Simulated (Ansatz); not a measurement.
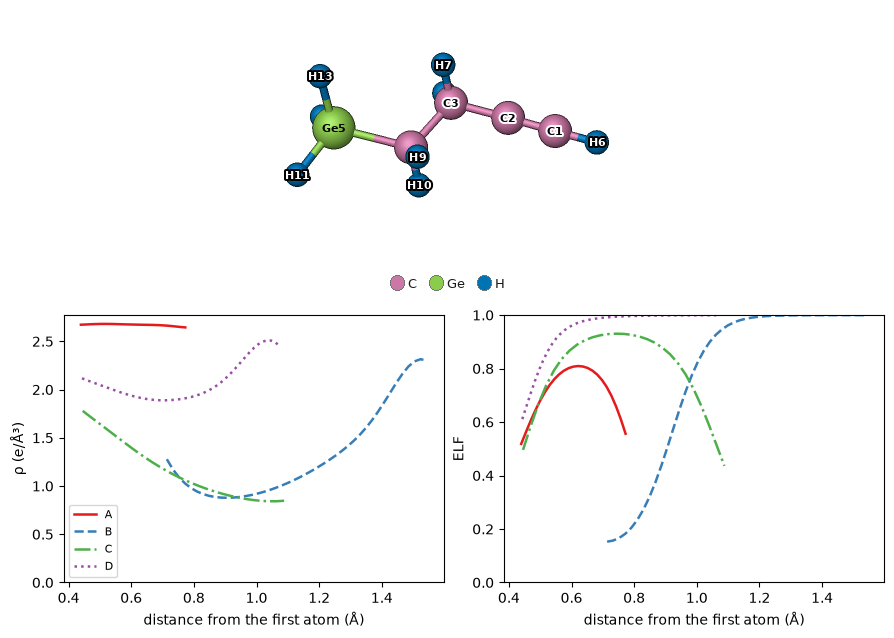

Figure. C4H8Ge. Electron density and electron localisation function along straight lines between neighbouring atoms. The curves leave out the atomic cores. The structure is drawn too.

These are results of Ansatz, RKS B3LYP/def2-SVP, not measurements.

```xyz
13

C    -1.7181    2.3447    1.3804
C    -1.1652    1.3024    1.1037
C    -0.4881    0.0524    0.7497
C     0.3083    0.1410   -0.5679
Ge    1.2279   -1.5388   -1.0643
H    -2.2100    3.2655    1.6306
H     0.1828   -0.2343    1.5794
H    -1.2420   -0.7527    0.6835
H     1.0670    0.9371   -0.4980
H    -0.3626    0.4197   -1.3965
H     1.9908   -1.3490   -2.3920
H     0.1988   -2.6791   -1.2333
H     2.2308   -1.9437    0.0395
```

**Which curve belongs to which contact (C–C, C–Ge, C–H and Ge–H)? The first atom named is at distance zero.**

Curve A: C–C (1.21 Å): the density is about 2.7 e/Å³ at the midpoint; the ELF peaks at about 0.80 between the atoms; a multiple bond. Curve B: Ge–H (1.54 Å): the density is about 1 e/Å³ at the midpoint; the ELF climbs to about 1 towards the hydrogen. Curve C: C–Ge (1.98 Å): ρ at the midpoint is about 0.85 e/Å³; the ELF peaks at about 0.95 in the valence shell of C, 0.7 Å from its nucleus, and is about 0.70 at the midpoint. Curve D: C–H (1.07 Å): ρ at the midpoint is about 2 e/Å³; the ELF climbs to about 1 towards the hydrogen: a covalent bond by its length.
